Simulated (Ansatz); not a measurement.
Breaking the N4–H6 bond in CH6BN (SMILES BNC) (multiplicity 1 held, fragments rigid). Energies count from the point at 1.009 Å.
Geometry at that point (charge 0, multiplicity 1):
```
atom    x (Å)    y (Å)    z (Å)
----  -------  -------  -------
B     -0.1738   0.1694   1.3598
H     -1.0466   0.5155   2.0959
H      0.9050  -0.1500   1.7605
N     -0.4214   0.1375  -0.0025
C      0.5047  -0.2521  -1.0532
H     -1.3320   0.4068  -0.3442
H      0.6779   0.5674  -1.7558
H      0.1296  -1.1104  -1.6169
H      1.4567  -0.5259  -0.6023
```

Restricted levels (R-, RO-) in cc, def2 and unpolarised 6-31G sets keep to the state of the molecule at rest. Unrestricted levels (U-) break spin symmetry where that is lower. Active spaces are followed from a long bond inwards. Levels need not reach the same state.

Cores are frozen in the correlated methods.

Programs: Ansatz (Gaussian orbitals). Values without a source in brackets are computed.

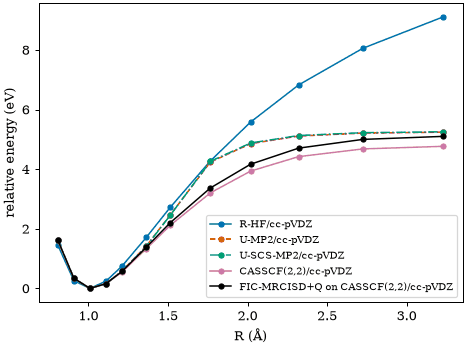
Fig. 1. Relative energy along the coordinate

Doubts at one or more of the structures used: a restricted determinant that unrestricted orbitals would lower (R-HF/cc-pVDZ); a spin-contaminated determinant (U-MP2/cc-pVDZ, U-SCS-MP2/cc-pVDZ).

Ansatz is a first-principles code.
